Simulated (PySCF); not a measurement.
C$_{3}$H$_{12}$OSi$_{2}$ ((Me)3Si-O-SiH3)

```yaml
atoms:
  - { symbol: Si, position_ang: [0.3974, 0.0443, -0.2349] }
  - { symbol: C, position_ang: [1.7643, -1.0564, -0.8772] }
  - { symbol: C, position_ang: [0.9002, 0.8904, 1.3618] }
  - { symbol: C, position_ang: [-0.1119, 1.3101, -1.5177] }
  - { symbol: O, position_ang: [-0.9171, -0.9492, 0.0755] }
  - { symbol: Si, position_ang: [-2.3184, -1.0470, 0.9413] }
  - { symbol: H, position_ang: [1.4392, -1.5944, -1.7811] }
  - { symbol: H, position_ang: [2.6615, -0.4700, -1.1318] }
  - { symbol: H, position_ang: [2.0502, -1.8052, -0.1223] }
  - { symbol: H, position_ang: [1.7765, 1.5410, 1.2111] }
  - { symbol: H, position_ang: [0.0829, 1.5171, 1.7538] }
  - { symbol: H, position_ang: [1.1610, 0.1501, 2.1347] }
  - { symbol: H, position_ang: [-0.9451, 1.9304, -1.1515] }
  - { symbol: H, position_ang: [-0.4405, 0.8169, -2.4459] }
  - { symbol: H, position_ang: [0.7249, 1.9826, -1.7680] }
  - { symbol: H, position_ang: [-3.2894, -1.9076, 0.2052] }
  - { symbol: H, position_ang: [-2.0659, -1.6445, 2.2886] }
  - { symbol: H, position_ang: [-2.9261, 0.3085, 1.1361] }
```

Geometry: PBE0-D3(BJ)/def2-SVP.

Method: PySCF, PBE0/pcSseg-1, SCF density, gas phase, non-relativistic.

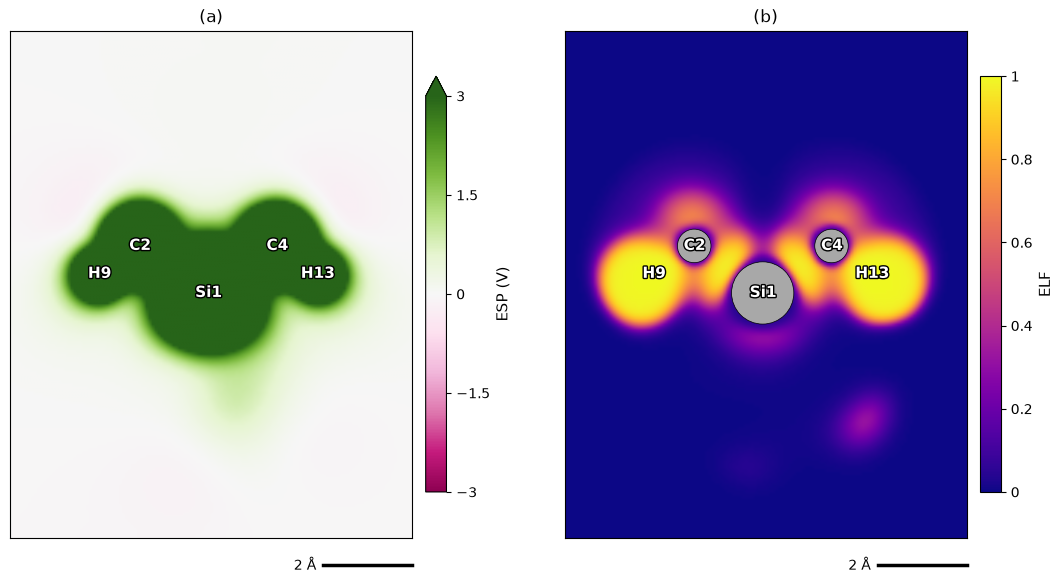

Figure 1. (a) molecular electrostatic potential; (b) ELF on the plane of atoms Si1, C4 and H13. Grey discs cover the atomic cores in the ELF map.

Q: Interpret the plot.

A: Atoms in the plane: Si, C and H.
C–Si (1.87 Å): the ELF peaks at about 0.95 between the atoms; localised, covalent bonding.
C–H (1.10 Å): the ELF climbs to about 1 towards the hydrogen, as it does in any bond to H (a covalent bond by its length).
The potential has no marked negative region in this plane.

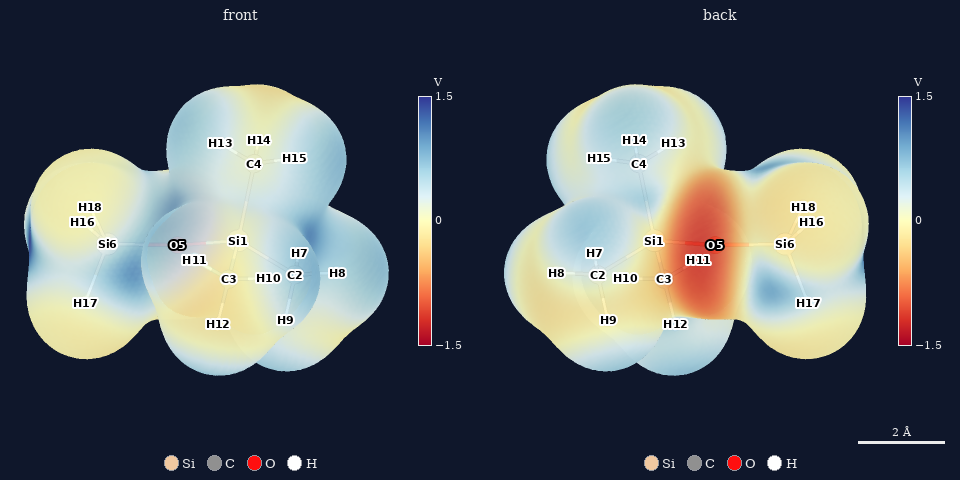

Figure 2. The molecular electrostatic potential painted on the density surface at 0.002 e/bohr³, seen from the front and from behind; red is negative and blue positive.

Q: Which sites attract a positive test charge, and which a negative one?

A: A positive charge is drawn to the negative regions and a negative charge to the positive ones. The most negative region (about −1.1 V) lies over O5, the most positive (about +1.2 V) over Si6. O5 is the likeliest acceptor of a hydrogen bond.

Q: How polar is the molecule by this calculation?

A: Its dipole moment is 1.06 D.
